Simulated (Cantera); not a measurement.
A closed system holds: 1 mol SiHCl3, 320 mol H2, held at 0.00870 bar.

Cantera equilibrium calculation (NASA polynomials, part measured and part estimated; ideal gas, pure solids and liquids). Candidate condensed phases: Si; 19 gas species. The tables' values for SiCl3, SiCl are old estimates; treat these amounts as uncertain. Gases not in the tables: Si2H6 and higher silanes. The numbers say what is thermodynamically allowed, not how fast it happens.

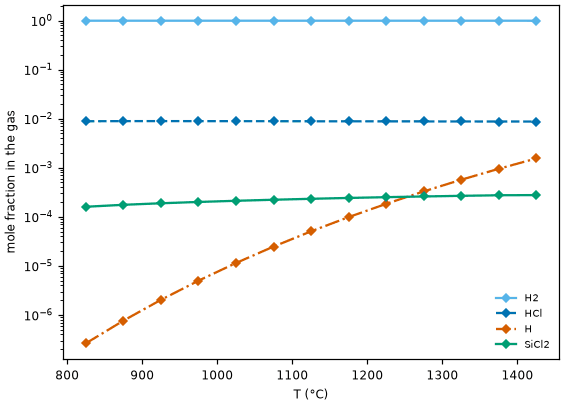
*Equilibrium gas composition (values under 1e-9 drawn at 1e-9)*

Read off the mole fractions at 925 °C.

H2 about 0.99, HCl about 0.0089, SiCl2 about 0.00019, H about 2.0e-6.
